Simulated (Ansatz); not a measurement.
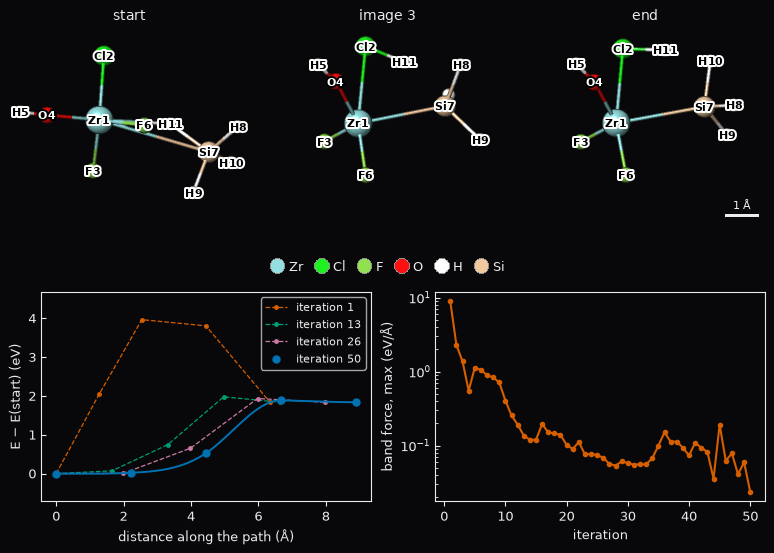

A search for the minimum-energy path of ZrSiH$_{5}$OClF$_{2}$ by the nudged elastic band. Images are numbered from 0 (start) to 4 (end). The plot follows the band through its iterations. The picture is a ball-and-stick view, seen from a free direction.

The calculation used RKS PBE-D4/def2-SVP in Ansatz 0.2.0. Run with 3 movable images; no climbing image; force threshold 0.03 eV/Å; iteration limit 60; starting path through a guess of the saddle point.

Q: Did the band converge, and can the barrier be trusted?

A: The run is converged, with reservations. The band converged in 50 iterations. The largest component of the band force went from 8.9 to 0.024 eV/Å. No image climbed, so the highest image needn't lie on the saddle point, and the true maximum along this path can be higher. So few images resolve the path coarsely. The first iteration put the highest image at 3.97 eV. The energy climbs by 1.89 eV to image 3 and then falls by 0.05 eV, so the end point sits at +1.84 eV.
